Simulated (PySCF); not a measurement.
**CH8B2P− (SMILES BP[BH2-]C) at B3LYP/6-31G(d) (spherical functions)**

What is the vertical singlet–triplet gap of CH8B2P− at B3LYP/6-31G* (spherical functions)? Input form: a Python script.

The results are computed with PySCF 2.14.0.

### 1 Starting point

CH8B2P− has 12 atoms, charge -1, and is taken as a singlet. SMILES: `BP[BH2-]C`. Geometry: relaxed at GFN2-xTB. This is one conformer, not always the lowest.

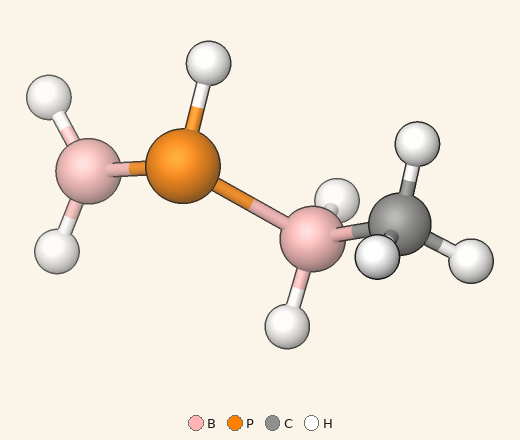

The structure, seen from a chosen angle (boron pink, phosphorus orange, carbon grey, hydrogen white).

### 2 The energy at B3LYP/6-31G(d) (spherical functions)

calc.py reads:

```python
from pyscf import gto, dft

molecule = gto.M(
    atom=[
    ('B', (-1.035160, 2.239660, 0.581070)),
    ('P', (-0.156110, 0.716370, 0.993640)),
    ('B', (-0.123150, -0.542070, -0.609530)),
    ('C', (0.790080, -1.845980, -0.252690)),
    ('H', (-2.180890, 2.181380, 0.292590)),
    ('H', (-0.554610, 3.311290, 0.725770)),
    ('H', (1.151300, 1.173580, 1.105420)),
    ('H', (-1.281250, -0.818720, -0.796990)),
    ('H', (0.336280, 0.101570, -1.524130)),
    ('H', (0.844720, -2.528780, -1.105860)),
    ('H', (0.392580, -2.414860, 0.588590)),
    ('H', (1.816210, -1.573440, 0.002130)),
],
    max_memory=1860,
    verbose=3,
    basis='6-31g*',
    charge=-1,
)

myscf = dft.RKS(molecule)
myscf.xc = 'b3lyp'
myscf.conv_tol = 1e-10
myscf.grids.level = 4
myscf.kernel()
if not myscf.converged:
    myscf = myscf.newton().run(myscf.mo_coeff, myscf.mo_occ)

e_tot = myscf.e_tot
print('Final energy', e_tot)
```

On the command line:

```console
$ OMP_NUM_THREADS=1 python calc.py
```

What it wrote:

```text
converged SCF energy = -433.999975996336
Final energy -433.99997599633576
```

Wall time 15 s (1 thread of Arm Neoverse V1, shared host); peak memory 0.38 GiB.

### 3 The triplet

job.py reads:

```python
from pyscf import gto, dft

mol = gto.M(
    atom='''
B     -1.956169     4.232344     1.098063
P     -0.295005     1.353743     1.877707
B     -0.232720    -1.024364    -1.151845
C      1.493035    -3.488397    -0.477515
H     -4.121285     4.122211     0.552915
H     -1.048061     6.257431     1.371507
H      2.175642     2.217745     2.088941
H     -2.421212    -1.547157    -1.506093
H      0.635477     0.191939    -2.880188
H      1.596289    -4.778702    -2.089773
H      0.741869    -4.563424     1.112274
H      3.432139    -2.973371     0.004025
''',
    charge=-1,
    spin=2,
    unit='bohr',
    basis='6-31g*',
    max_memory=1860,
    verbose=3,
)

mf = dft.UKS(mol, xc='b3lyp')
mf.conv_tol = 1e-10
mf.grids.level = 4
mf.kernel()
if not mf.converged:
    mf = mf.newton().run(mf.mo_coeff, mf.mo_occ)

e_tot = mf.e_tot
print('E = %.10f Eh' % e_tot)
```

On the command line:

```console
$ OMP_NUM_THREADS=1 python job.py
```

What it wrote:

```text
WARN: HOMO -0.122360554251919 >= LUMO -0.272393239784807

WARN: HOMO 0.15521786941778 >= LUMO 0.0485324329993033

WARN: HOMO 0.0992899652725647 >= LUMO 0.0294408779417199

WARN: HOMO 0.0748885355777009 >= LUMO 0.0143809083380755

WARN: HOMO 0.077337211278028 >= LUMO 0.0179767631376047

WARN: HOMO 0.0770273946581264 >= LUMO 0.0196628575316535

WARN: HOMO 0.0769749393820831 >= LUMO 0.0194317565583635

WARN: HOMO 0.0769402194195141 >= LUMO 0.0196180928100165

WARN: HOMO 0.0769331456059108 >= LUMO 0.0195644676168829

WARN: HOMO 0.0769624398313855 >= LUMO 0.0195606942987565

WARN: HOMO 0.0769750854848166 >= LUMO 0.0195661461920542

WARN: HOMO 0.0769754067306905 >= LUMO 0.0195622497772887

WARN: HOMO 0.0769777774561526 >= LUMO 0.0195641854476909

WARN: HOMO 0.0769769990862681 >= LUMO 0.0195639318787948

WARN: HOMO 0.0769775285191021 >= LUMO 0.0195641698847853

converged SCF energy = -433.88670243579  <S^2> = 2.0048529  2S+1 = 3.0032335
E = -433.8867024358 Eh
```

Run time: 32 s. Hardware: 1 thread of Arm Neoverse V1, shared host; peak memory 0.41 GiB.

### 4 Outcome

Level: B3LYP/6-31G* (spherical functions).

```
                                                      quantity          value
                                         singlet: total energy  -433.99998 Eh
                                          singlet: HOMO energy       -0.99 eV
                                          singlet: LUMO energy        3.78 eV
singlet: HOMO–LUMO gap (to an unbound level, set by the basis)        4.77 eV
                                         triplet: total energy  -433.88670 Eh
                   triplet: HOMO energy (highest over α and β)        2.09 eV
                                                 triplet: ⟨S²⟩          2.005
              vertical energy of the triplet above the singlet       3.082 eV
```

What this shows: At this shape the triplet lies 3.08 eV (297 kJ/mol) above the singlet. Mulliken charges (triplet) run from -0.50 on C4 to +0.08 on H11. The HOMO (triplet) lies at positive energy, 2.09 eV; only total energies tell whether the electron is bound.
